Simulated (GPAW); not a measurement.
# Surface energy and work function of Ti(0001) from slabs of 3 to 12 layers (PBE)

How do energy and work function of Ti(0001) films settle with thickness, and what surface energy follows?

**Method.** GPAW 26.7.0, plane waves at 450 eV with PAW setups; symmetric 1×1 slabs cut at the tabulated lattice constant (two decimals; low-temperature values for the alkali metals), atoms at bulk places, 7.5 Å of vacuum on each side, one in-plane mesh for all thicknesses, Fermi-Dirac smearing of 0.1 eV. Energies are extrapolated to zero smearing and count from the program's reference atoms. Functional PBE. The cell's area is 7.537 Å².

What came out, but for one run:

| layers | energy (eV) | work function (eV) |
| --- | --- | --- |
| 3 | −17.9805 | 4.38 |
| 4 | −24.5867 | 4.41 |
| 5 | −31.2273 | 4.42 |
| 6 | −37.8636 | 4.41 |
| 7 | −44.5021 | 4.41 |
| 8 | −51.1389 | 4.41 |
| 9 | −57.7772 | 4.41 |
| 10 | −64.4151 | 4.41 |
| 11 | −71.0528 | 4.41 |
| 12 | ? | ? |

Q: What surface energy do these runs give, and what energy and work function should the 12-layer slab have?

A: A slab of n layers has E(n) = nε + 2Aγ once its middle is bulk-like. A line through n = 6 to 11 has the slope ε = −6.6378 eV a layer and the intercept 2Aγ = 1.9631 eV (r.m.s. residual 0.3 meV). So γ = 1.9631 / (2 × 7.537 Å²) = 0.1302 eV/Å² = 2.09 J/m², with a standard error of under 0.01 J/m² from the scatter about the line. For 12 layers: 1.9631 + 12 × (−6.6378) = −77.691 eV; the run gives −77.691 eV, 0.0 meV over the line. The work function has no such law: from 6 to 11 layers it stays at 4.41 eV, and the 12-layer slab gives 4.41 eV. The thinnest slab, 3 layers, lies −0.03 eV from that mean.

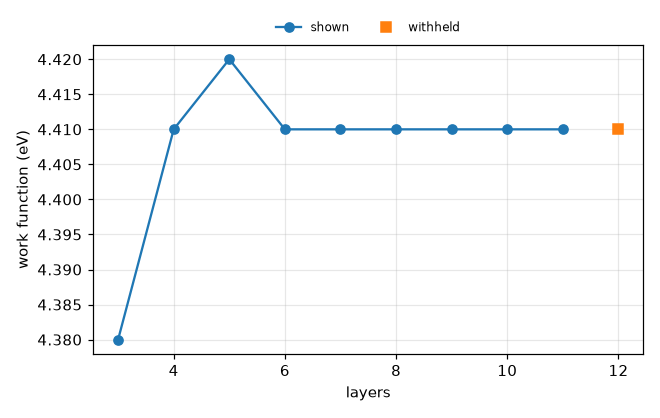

Work function against thickness.

Caveats: The surfaces are unrelaxed, so γ is an upper bound for this functional and lattice constant. The tabulated lattice constant isn't the functional's own, which strains the slab a little.
